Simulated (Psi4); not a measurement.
# CH4BFO (SMILES OCBF) at PBE/def2-SVPD

What is the energy change on altering one bond length of CH4BFO at PBE/def2-SVPD? 

The results are computed with Psi4 1.11.

11 further runs of the same task are left out: 11 that didn't finish.

## (1) The molecule

CH4BFO: 8 atoms, total charge 0, spin state singlet. As SMILES, `OCBF`. The shape is that of a PBE0-D4/def2-TZVP optimisation. This is one conformer, not always the lowest.

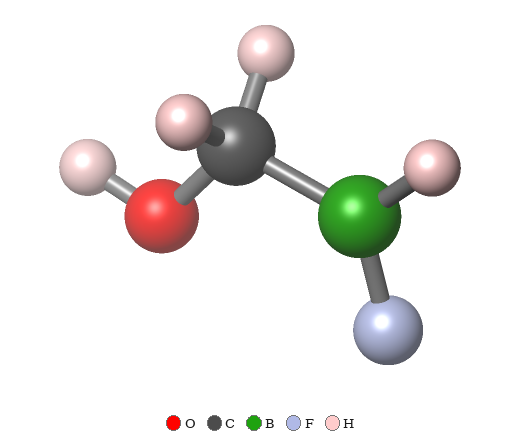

Viewed from a chosen angle; oxygen red, carbon dark grey, boron green, fluorine light blue, hydrogen pink.

## (2) A single-point energy at PBE/def2-SVPD

ch4bfo.xyz

```xyz
8
CH4BFO
O     -1.240500     0.762600    -0.169300
C      0.117900     0.425000    -0.013600
B      0.368600    -1.112000     0.076000
F     -0.622900    -1.976700     0.007200
H     -1.319100     1.717500    -0.217300
H      0.563100     0.872000     0.893700
H      0.744200     0.799800    -0.843400
H      1.481000    -1.545400     0.210800
```

calc.py

```python
import psi4

psi4.set_memory(1600000000)
psi4.set_num_threads(1)
psi4.set_output_file('psi4.out', False)

with open('ch4bfo.xyz') as f:
    atoms = ''.join(f.readlines()[2:])
molecule = psi4.geometry('0 1\n' + atoms + 'symmetry c1')

psi4.set_options({
    'basis': 'def2-SVPD',
    'puream': True,
    'e_convergence': 1e-09,
    'd_convergence': 1e-08,
    'scf_type': 'pk',
    'dft_radial_points': 99,
    'dft_spherical_points': 590,
})

energy_value = psi4.energy("pbe")
print(f'pbe energy: {energy_value:.10f} Eh')
for k, v in sorted(psi4.core.scalar_variables().items()):
    print(f'{k:45s} {v:18.10f}')
```

Launch:

```sh
python calc.py
```

psi4.out:

```text
[...]
  Running in c1 symmetry.
[...]
  Nuclear repulsion =  111.226616674822623
[...]
  Multiplicity = 1
[...]
  Nalpha       = 16
  Nbeta        = 16
[...]
    Number of basis functions: 118
[...]
   @RKS iter   1:  -239.71562521247762   -1.75309e-01   6.90529e-03 ADIIS/DIIS
[...]
   @RKS iter  11:  -240.02715366485688   -4.29736e-11   9.64264e-09 DIIS
[...]
    Orbital Energies [Eh]
    ---------------------
    Doubly Occupied:
       1A    -24.283087     2A    -18.776960     3A     -9.939348
       4A     -6.568364     5A     -1.101089     6A     -0.938770
       7A     -0.630952     8A     -0.492591     9A     -0.484026
      10A     -0.421522    11A     -0.411849    12A     -0.397435
      13A     -0.392899    14A     -0.316343    15A     -0.269939
      16A     -0.244056
[...]
  @RKS Final Energy:  -240.02715366485688
   => Energetics <=
    Nuclear Repulsion Energy =            111.2266166748226226
    One-Electron Energy =                -549.9493092047404161
    Two-Electron Energy =                 228.4106678472767840
    DFT Exchange-Correlation Energy =     -29.7151289822158589
    Empirical Dispersion Energy =           0.0000000000000000
    VV10 Nonlocal Energy =                  0.0000000000000000
    Total Energy =                       -240.0271536648568826
[...]
 Multipole Moments:
 ------------------------------------------------------------------------------------
     Multipole            Electronic (a.u.)      Nuclear  (a.u.)        Total (a.u.)
 ------------------------------------------------------------------------------------
 L = 1.  Multiply by 2.5417464519 to convert [e a0] to [Debye]
 Dipole X            :         -1.7624872            2.3478028            0.5853157
 Dipole Y            :         -4.7268569            5.5750187            0.8481618
 Dipole Z            :          0.0094957            0.0164828            0.0259785
 Magnitude           :                                                    1.0308481
[...]
```

On the terminal:

```text
pbe energy: -240.0271536649 Eh
CURRENT ENERGY                                   -240.0271536649
CURRENT REFERENCE ENERGY                         -240.0271536649
DD SOLVATION ENERGY                                 0.0000000000
DFT FUNCTIONAL TOTAL ENERGY                      -240.0271536649
DFT TOTAL ENERGY                                 -240.0271536649
DFT VV10 ENERGY                                     0.0000000000
DFT XC ENERGY                                     -29.7151289822
GRID ELECTRONS ALPHA                               16.0000004502
GRID ELECTRONS BETA                                16.0000004502
GRID ELECTRONS TOTAL                               32.0000009003
NUCLEAR REPULSION ENERGY                          111.2266166748
ONE-ELECTRON ENERGY                              -549.9493092047
PCM POLARIZATION ENERGY                             0.0000000000
PE ENERGY                                           0.0000000000
SCF ITERATION ENERGY                             -240.0271536649
SCF ITERATIONS                                     11.0000000000
SCF TOTAL ENERGY                                 -240.0271536649
TWO-ELECTRON ENERGY                               228.4106678473
XC GRID RADIAL POINTS                              99.0000000000
XC GRID SPHERICAL POINTS                          590.0000000000
XC GRID TOTAL POINTS                           447036.0000000000
```

Run time: 18 s. Hardware: 1 thread of Intel Xeon 6975P-C (Granite Rapids), shared host; peak memory 0.71 GiB.

## (3) The distorted shape

job.inp

```
memory 1600 mb

molecule {
  0 1
  O     -1.216922     0.476160    -0.154902
  C      0.141478     0.138560     0.000798
  B      0.392178    -1.398440     0.090398
  F     -0.599322    -2.263140     0.021598
  H     -1.319100     1.717500    -0.217300
  H      0.586678     0.585560     0.908098
  H      0.767778     0.513360    -0.829002
  H      1.504578    -1.831840     0.225198
  symmetry c1
}

set basis def2-SVPD
set reference rks
set puream true
set e_convergence 1e-09
set d_convergence 1e-08
set scf_type pk
set dft_radial_points 99
set dft_spherical_points 590

e, wfn = energy("pbe", return_wfn=True)
print_variables()
```

Launch:

```sh
psi4 job.inp job.out -n 1
```

job.out:

```text
[...]
  Running in c1 symmetry.
[...]
  Nuclear repulsion =  109.863250654592363
[...]
  Multiplicity = 1
[...]
  Nalpha       = 16
  Nbeta        = 16
[...]
    Number of basis functions: 118
[...]
   @RKS iter   1:  -239.64398613709167   -2.09515e-01   7.04750e-03 DIIS/ADIIS
[...]
   @RKS iter  12:  -239.98976325625020   -1.20508e-11   4.32208e-09 DIIS
[...]
    Orbital Energies [Eh]
    ---------------------
    Doubly Occupied:
       1A    -24.283473     2A    -18.792103     3A     -9.937506
       4A     -6.569921     5A     -1.101640     6A     -0.904618
       7A     -0.613102     8A     -0.492855     9A     -0.456044
      10A     -0.420341    11A     -0.406823    12A     -0.396432
      13A     -0.391475    14A     -0.312625    15A     -0.267628
      16A     -0.235973
[...]
  @RKS Final Energy:  -239.98976325625020
   => Energetics <=
    Nuclear Repulsion Energy =            109.8632506545923633
    One-Electron Energy =                -547.3914041569057645
    Two-Electron Energy =                 227.1507096813203361
    DFT Exchange-Correlation Energy =     -29.6123194352571382
    Empirical Dispersion Energy =           0.0000000000000000
    VV10 Nonlocal Energy =                  0.0000000000000000
    Total Energy =                       -239.9897632562501997
[...]
 Multipole Moments:
 ------------------------------------------------------------------------------------
     Multipole            Electronic (a.u.)      Nuclear  (a.u.)        Total (a.u.)
 ------------------------------------------------------------------------------------
 L = 1.  Multiply by 2.5417464519 to convert [e a0] to [Debye]
 Dipole X            :         -1.7301768            2.3264108            0.5962340
 Dipole Y            :         -4.9592931            5.8349026            0.8756095
 Dipole Z            :          0.0225434            0.0034197            0.0259631
 Magnitude           :                                                    1.0596514
[...]
```

Wall time 19 s (1 thread of Intel Xeon 6975P-C (Granite Rapids), shared host); peak memory 0.7 GiB.

## (4) What came out

Level: PBE/def2-SVPD.

```
                                                         quantity          value
                                        first shape: total energy  -240.02715 Eh
                                       first shape: dipole moment         2.62 D
                                         first shape: HOMO energy       -6.64 eV
                                         first shape: LUMO energy       -1.64 eV
                                       first shape: HOMO–LUMO gap        5.00 eV
                                    distorted shape: total energy  -239.98976 Eh
                                   distorted shape: dipole moment         2.69 D
                                     distorted shape: HOMO energy       -6.42 eV
                                     distorted shape: LUMO energy       -1.89 eV
                                   distorted shape: HOMO–LUMO gap        4.54 eV
energy change with the O1–H5 bond stretched from 0.959 to 1.247 Å       1.017 eV
```

In words: With the O1–H5 bond stretched from 0.959 to 1.247 Å the energy rises by 1.02 eV (98 kJ/mol). The first shape isn't relaxed at this level, so the change isn't measured from a minimum.
